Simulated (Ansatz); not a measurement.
```xyz
10

Si   -1.0552   -0.6675    0.0406
F     2.4101   -0.8665   -0.4829
F    -0.0781   -1.8927   -0.2912
F    -1.7936   -1.0686    1.3784
F    -2.1375   -0.6687   -1.1103
H     1.7449   -1.5118   -0.4906
Si    0.0772    1.3618    0.2103
H     1.0618    1.2694    1.3122
H     0.7236    1.6591   -1.0881
H    -0.9531    2.3855    0.5217
```

The product side of a reaction path; geometry: PBE0-D4/def2-TZVP; a saddle point, not a minimum.

All numbers below come from Ansatz 0.2.0, RKS PBE0-D4/def2-TZVPP.

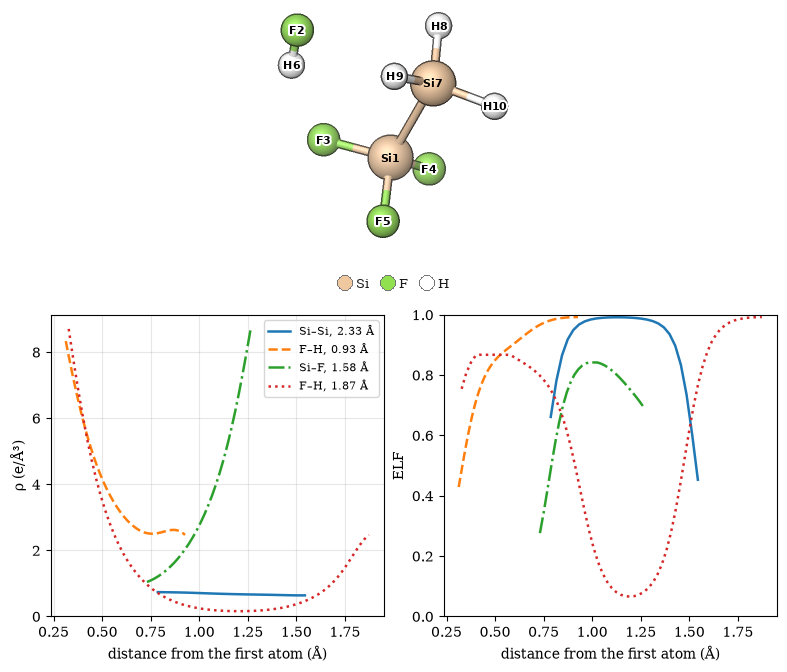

F3H3Si2···HF. Total electron density and electron localisation function along straight lines between neighbouring atoms. The curves leave out the atomic cores. The structure is drawn too.

> What can be read from the curves?

Si–Si (2.33 Å): ρ is about 0.68 e/Å³ halfway; the ELF peaks at about 1 between the atoms: a covalent bond.
F–H (0.93 Å): the density is about 4.7 e/Å³ at the midpoint; the ELF climbs to about 1 towards the hydrogen, as it does in any bond to H: an ordinary covalent bond to hydrogen.
Si–F (1.58 Å): ρ is about 1.2 e/Å³ halfway; the ELF peaks at about 0.85 in the valence shell of F, 0.6 Å from its nucleus, and is about 0.50 at the midpoint.
F3···H6 (1.87 Å): the density falls to about 0.16 e/Å³ on the way; the ELF dips to about 0.05 between them (a closed-shell contact with the geometry of a hydrogen bond).
